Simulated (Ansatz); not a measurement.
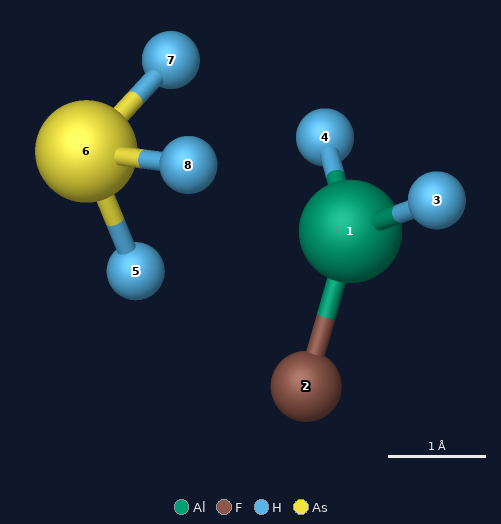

Figure 1. The input geometry (ball-and-stick view, seen at a tilt; atoms are numbered from 1 in the order of the input). Sticks mark near contacts. Bond lengths as drawn: Al–F 1.68 Å, Al–H 1.58 Å and As–H 1.52 to 1.53 Å.

## Nudged elastic band of AlAsH5F

- system: AlAsH5F
- method: UKS PBE0-D4/def2-SVP (Ansatz 0.2.0)

One setting was made poor on purpose. It belongs to a series of runs on one base structure; here: band between the two ends. Figures and captions count atoms from 1; the log counts them from 0 in places.

**The input**
```yaml
crystal:
  periodic: [false, false, false]
  atoms:
    - { symbol: Al, position_ang: [-0.067665, -0.056956, -1.2971] }
    - { symbol: F, position_ang: [-1.459881, -0.995583, -1.333086] }
    - { symbol: H, position_ang: [1.312015, -0.827458, -1.274766] }
    - { symbol: H, position_ang: [-0.262498, 1.488208, -1.574541] }
    - { symbol: H, position_ang: [-1.010546, -0.328368, 0.904282] }
    - { symbol: As, position_ang: [-0.059916, 0.256936, 1.953486] }
    - { symbol: H, position_ang: [0.539524, 1.250921, 0.95864] }
    - { symbol: H, position_ang: [1.008866, -0.787901, 1.663185] }
magnetization:
  spin_polarized: true
basis:
  gaussian: { orbitals: def2-SVP }
hamiltonian:
  xc: pbe0
  dispersion: d4
neb:
  order_check: false
  images: 5
  f_tol: 0.5
  max_iterations: 60
  final_atoms:
    - { symbol: Al, position_ang: [0.26297056, 0.06630712, -0.97312569] }
    - { symbol: F, position_ang: [-1.61168665, -0.82592591, -0.80590016] }
    - { symbol: H, position_ang: [1.10376892, -1.12343062, -1.6053282] }
    - { symbol: H, position_ang: [-0.1103488, 1.39281299, -1.76273476] }
    - { symbol: H, position_ang: [-1.65137149, -0.78044689, 0.14332817] }
    - { symbol: As, position_ang: [0.08787005, 0.13917016, 1.4990217] }
    - { symbol: H, position_ang: [0.47681886, 1.5896587, 1.68842491] }
    - { symbol: H, position_ang: [1.44187756, -0.45834654, 1.81641404] }
  initial_path:
    images:
      - { positions_ang: [[-0.067665, -0.056956, -1.2971], [-1.459881, -0.995583, -1.333086], [1.312015, -0.827458, -1.274766], [-0.262498, 1.488208, -1.574541], [-1.010546, -0.328368, 0.904282], [-0.059916, 0.256936, 1.953486], [0.539524, 1.250921, 0.95864], [1.008866, -0.787901, 1.663185]] }
      - { positions_ang: [[-0.01122671, 0.02094762, -1.18195481], [-1.49761776, -1.02229441, -1.11275682], [1.33888518, -0.74088029, -1.30211151], [-0.28746877, 1.4461648, -1.66257105], [-1.04155928, -0.37381945, 0.69151864], [-0.09299345, 0.26282108, 1.91529355], [0.6465467, 1.2225665, 1.00077917], [0.94533308, -0.81570685, 1.65190283]] }
      - { positions_ang: [[0.04521159, 0.09885124, -1.06680962], [-1.53535451, -1.04900582, -0.89242763], [1.36575536, -0.65430258, -1.32945703], [-0.31243954, 1.4041216, -1.75060111], [-1.07257257, -0.4192709, 0.47875529], [-0.1260709, 0.26870616, 1.87710109], [0.7535694, 1.19421201, 1.04291834], [0.88180017, -0.84351271, 1.64062067]] }
      - { positions_ang: [[0.10164988, 0.17675486, -0.95166443], [-1.57309127, -1.07571723, -0.67209845], [1.39262554, -0.56772487, -1.35680254], [-0.33741031, 1.3620784, -1.83863116], [-1.10358585, -0.46472235, 0.26599193], [-0.15914835, 0.27459124, 1.83890864], [0.8605921, 1.16585751, 1.08505751], [0.81826725, -0.87131856, 1.6293385]] }
      - { positions_ang: [[0.15542344, 0.13993894, -0.95881818], [-1.5859564, -0.99245346, -0.71669902], [1.29634, -0.75296012, -1.43964443], [-0.26172314, 1.37232326, -1.81333236], [-1.28618106, -0.56996387, 0.22510401], [-0.07680888, 0.22945088, 1.72561299], [0.73266768, 1.30712458, 1.28617998], [1.02613736, -0.73366122, 1.69169701]] }
      - { positions_ang: [[0.209197, 0.10312303, -0.96597194], [-1.59882152, -0.90918969, -0.76129959], [1.20005446, -0.93819537, -1.52248632], [-0.18603597, 1.38256812, -1.78803356], [-1.46877628, -0.67520538, 0.18421609], [0.00553058, 0.18431052, 1.61231735], [0.60474327, 1.44839164, 1.48730244], [1.23400746, -0.59600388, 1.75405553]] }
      - { positions_ang: [[0.26297056, 0.06630712, -0.97312569], [-1.61168665, -0.82592591, -0.80590016], [1.10376892, -1.12343062, -1.6053282], [-0.1103488, 1.39281299, -1.76273476], [-1.65137149, -0.78044689, 0.14332817], [0.08787005, 0.13917016, 1.4990217], [0.47681886, 1.5896587, 1.68842491], [1.44187756, -0.45834654, 1.81641404]] }
```

Machine: 2 threads of Arm Neoverse V1, 24 GiB of memory available, shared host.

Command:
```bash
ansatz run input.yaml --threads 2 --pin off --max-ram 3072MiB --backend cpu --events-out ev --progress --plain --runs-dir out
```

**The program's output**
```
Engine: ansatz 0.2.0, aarch64-unknown-linux-gnu
Functional definition: PBE0
  parameter a = 0.25
  parameter kappa = 0.804
  parameter beta = 0.06672455060314922
  exchange = (1 - a)*pbe_x(kappa = kappa, mu = beta*pi^2/3) + a*exact_x
  correlation = pbe_c(beta = beta)
919 factors; integrals over basis functions are off by at most 5.9e-4 eV
mean field evaluation 1: about -70210.6484 eV, gradient 2.4e1 eV
mean field evaluation 2: about -70207.2303 eV, gradient 4.2e1 eV
mean field evaluation 4: about -70212.6017 eV, gradient 7.6e-1 eV
mean field evaluation 8: about -70212.6107 eV, gradient 6.8e-3 eV
mean field -70212.61073039 eV, -2580.2658525251 hartree, gradient 5.7e-5 eV, S^2 0.000000; 0 other end points of the search recorded, 0 dependent functions left out
the calculation of the forces begins
reference -70212.61075967 eV, -2580.2658536009 hartree; 30, 30 occupied and 59, 59 virtual orbitals, 919 factors
921 factors; integrals over basis functions are off by at most 1.4e-3 eV
mean field evaluation 16: about -70210.7798 eV, gradient 1.9e1 eV
mean field -70211.78209578 eV, -2580.2354007649 hartree, gradient 9.1e-6 eV, S^2 0.000000; 0 other end points of the search recorded, 0 dependent functions left out
[... from here on the field's lines of each further geometry are left out, up to the last ...]
NEB iter   1: max|band force component| = 2.475e0 eV/Å  barrier→ = 1.6428 eV  barrier← = 0.8149 eV  Δτ_max = 0.2000 Å  (186 SCF iters)
NEB iter   2: max|band force component| = 1.368e0 eV/Å  barrier→ = 1.1786 eV  barrier← = 0.3507 eV  Δτ_max = 0.1971 Å  (145 SCF iters)
NEB iter   3: max|band force component| = 7.140e-1 eV/Å  barrier→ = 1.0609 eV  barrier← = 0.2331 eV  Δτ_max = 0.1230 Å  (146 SCF iters)
the calculation of the forces begins
reference -70211.75237558 eV, -2580.2343085674 hartree; 30, 30 occupied and 59, 59 virtual orbitals, 921 factors
921 factors; integrals over basis functions are off by at most 1.1e-3 eV
mean field -70211.57896298 eV, -2580.2279357719 hartree, gradient 1.2e-5 eV, S^2 0.000000; 1 other end points of the search recorded, 0 dependent functions left out
the calculation of the forces begins
reference -70211.57899037 eV, -2580.2279367785 hartree; 30, 30 occupied and 59, 59 virtual orbitals, 921 factors
NEB iter   4: max|band force component| = 3.406e-1 eV/Å  barrier→ = 1.0263 eV  barrier← = 0.1985 eV  CI = image 3  Δτ_max = 0.0000 Å  (282 SCF iters)
```

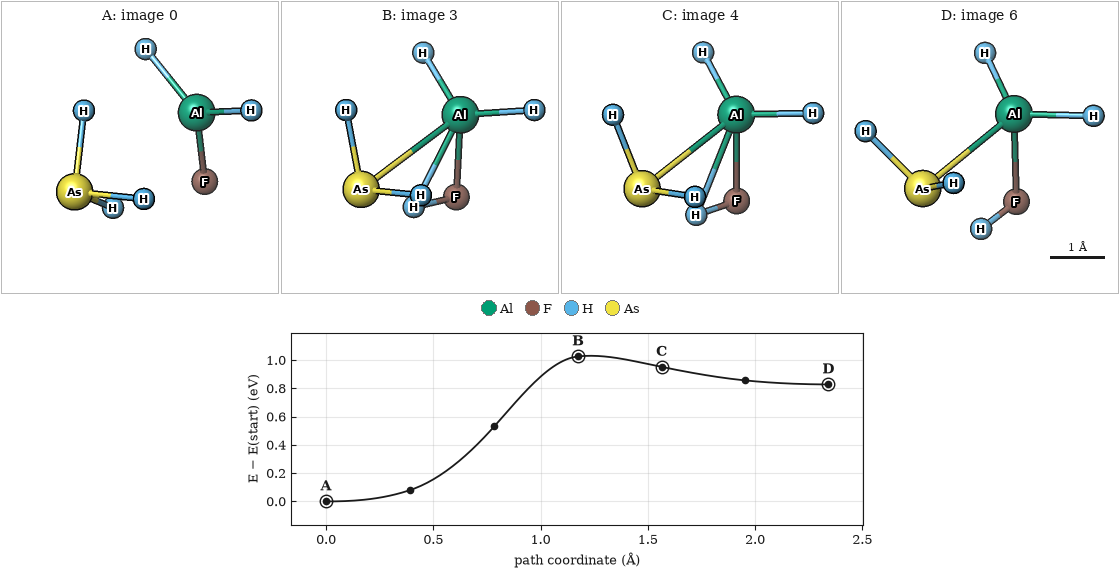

Figure 2. Images of the last band (counted from 0; ball-and-stick, seen at a tilt) above the energy along the path; the line is a cubic interpolation that uses the forces. The highest image is number 3, 1.026 eV above the start and 0.199 eV above the end (the climbing image); the end lies 0.828 eV above the start. The path is 2.34 Å long. The band converged in 4 iterations.

```
Total energy: -70211.70250924 eV, -2580.2324760134 hartree
Atom 0 at     0.120086     0.055334    -0.976191 Å, force     0.120043     0.149349    -0.213967 eV/Å
Atom 1 at    -1.472284    -0.885487    -0.753273 Å, force    -0.169497    -0.176166    -0.037022 eV/Å
Atom 2 at     1.293449    -0.904979    -1.434108 Å, force    -0.033942     0.017307     0.033142 eV/Å
Atom 3 at    -0.274372     1.447539    -1.625364 Å, force     0.093911    -0.013550     0.027480 eV/Å
Atom 4 at    -1.207508    -0.557201     0.300150 Å, force     0.024870     0.141484     0.102061 eV/Å
Atom 5 at    -0.141965     0.188945     1.659274 Å, force    -0.095304    -0.188582     0.191111 eV/Å
Atom 6 at     0.639019     1.415737     1.215377 Å, force    -0.009961     0.020370    -0.123775 eV/Å
Atom 7 at     1.043475    -0.760091     1.614237 Å, force     0.069880     0.049789     0.020969 eV/Å
Dipole moment:     0.061980    -0.010834     0.108825 e Å
this run last wrote the band of iteration 4 to [file]
```

**The last band as extended XYZ (Å, eV, eV/Å)**
```
8
Properties=species:S:1:pos:R:3:forces:R:3 image=0 energy=-70212.72882
Al   -0.0677   -0.0570   -1.2971   -0.0053   0.0024   0.0112
F    -1.4599   -0.9956   -1.3331    0.0066   0.0057  -0.0032
H     1.3120   -0.8275   -1.2748    0.0035  -0.0107  -0.0033
H    -0.2625    1.4882   -1.5745   -0.0046   0.0023  -0.0049
H    -1.0105   -0.3284    0.9043    0.0003  -0.0024   0.0041
As   -0.0599    0.2569    1.9535   -0.0013  -0.0007  -0.0092
H     0.5395    1.2509    0.9586   -0.0005   0.0021   0.0050
H     1.0089   -0.7879    1.6632    0.0013   0.0014   0.0003
8
Properties=species:S:1:pos:R:3:forces:R:3 image=1 energy=-70212.64768
Al   -0.0264   -0.0487   -1.2117    0.0040   0.0641  -0.2339
F    -1.4325   -0.9701   -1.0842   -0.1766  -0.2086  -0.2759
H     1.3315   -0.8448   -1.3591    0.0199   0.0155   0.0784
H    -0.2812    1.4611   -1.6108    0.0725   0.0321   0.0578
H    -0.9892   -0.3159    0.7039    0.1249   0.1564   0.3311
As   -0.1364    0.2133    1.8756    0.0072  -0.0372   0.1375
H     0.5609    1.3044    1.0643   -0.0516  -0.0433  -0.0921
H     0.9731   -0.7995    1.6222   -0.0003   0.0210  -0.0029
8
Properties=species:S:1:pos:R:3:forces:R:3 image=2 energy=-70212.19661
Al    0.0361   -0.0132   -1.0859   -0.3092  -0.1421  -0.5516
F    -1.4385   -0.9166   -0.9001   -0.0778  -0.2198  -0.6849
H     1.3071   -0.8966   -1.4033    0.0693   0.0391   0.1287
H    -0.2675    1.4475   -1.6128    0.1380   0.0706   0.1018
H    -1.0568   -0.4158    0.5079    0.6993   0.6405   1.0275
As   -0.1733    0.1821    1.7459   -0.1616  -0.1977   0.3570
H     0.5826    1.3788    1.1558   -0.2656  -0.2088  -0.3000
H     1.0103   -0.7663    1.5925   -0.0925   0.0182  -0.0785
8
Properties=species:S:1:pos:R:3:forces:R:3 image=3 energy=-70211.70248
Al    0.1201    0.0553   -0.9762    0.1200   0.1493  -0.2140
F    -1.4723   -0.8855   -0.7533   -0.1695  -0.1762  -0.0370
H     1.2934   -0.9050   -1.4341   -0.0339   0.0173   0.0331
H    -0.2744    1.4475   -1.6254    0.0939  -0.0135   0.0275
H    -1.2075   -0.5572    0.3001    0.0249   0.1415   0.1021
As   -0.1420    0.1889    1.6593   -0.0953  -0.1886   0.1911
H     0.6390    1.4157    1.2154   -0.0100   0.0204  -0.1238
H     1.0435   -0.7601    1.6142    0.0699   0.0498   0.0210
8
Properties=species:S:1:pos:R:3:forces:R:3 image=4 energy=-70211.77694
Al    0.1656    0.0949   -0.9496    0.2423  -0.0044  -0.0927
F    -1.5206   -0.9344   -0.7553   -0.0656   0.0916   0.3346
H     1.2403   -0.9494   -1.4775   -0.0624   0.0419  -0.0427
H    -0.2565    1.4382   -1.6841    0.0081  -0.0433   0.0049
H    -1.3923   -0.6610    0.2027   -0.2249  -0.1794  -0.3810
As   -0.0682    0.2029    1.5773    0.1346   0.1155   0.0734
H     0.6884    1.5166    1.4034   -0.0678  -0.1385   0.0782
H     1.1431   -0.7079    1.6832    0.0357   0.1167   0.0252
8
Properties=species:S:1:pos:R:3:forces:R:3 image=5 energy=-70211.87218
Al    0.2213    0.0900   -0.9613    0.1315  -0.0368  -0.0759
F    -1.5718   -0.9139   -0.7925    0.0253   0.0853   0.1779
H     1.1952   -1.0213   -1.5476   -0.0642   0.0235  -0.0439
H    -0.2133    1.4118   -1.7291    0.0041  -0.0337  -0.0091
H    -1.5709   -0.7303    0.1529   -0.1103  -0.0924  -0.1551
As    0.0166    0.1945    1.5137    0.1335   0.0735   0.0525
H     0.6433    1.5782    1.5876   -0.0684  -0.1186   0.0553
H     1.2795   -0.6092    1.7763   -0.0515   0.0991  -0.0018
8
Properties=species:S:1:pos:R:3:forces:R:3 image=6 energy=-70211.90098
Al    0.2630    0.0663   -0.9731    0.0003   0.0007  -0.0106
F    -1.6117   -0.8259   -0.8059    0.0103   0.0040  -0.0177
H     1.1038   -1.1234   -1.6053   -0.0045   0.0014   0.0026
H    -0.1103    1.3928   -1.7627    0.0004  -0.0040   0.0035
H    -1.6514   -0.7804    0.1433   -0.0055  -0.0010   0.0286
As    0.0879    0.1392    1.4990    0.0075   0.0015  -0.0212
H     0.4768    1.5897    1.6884   -0.0045  -0.0034   0.0073
H     1.4419   -0.4583    1.8164   -0.0040   0.0008   0.0075
```

**Summary**

```json
{"quantity": "outcome", "value": "converged"}
{"quantity": "barrier, forward", "value": "1.026 eV"}
{"quantity": "barrier, backward", "value": "0.199 eV"}
{"quantity": "wall time", "value": "82 s (CPU time 2.6 min)"}
{"quantity": "peak memory", "value": "0.26 GiB"}
```

A deliberately poor setting: loose force. The order of the saddle point was not checked.
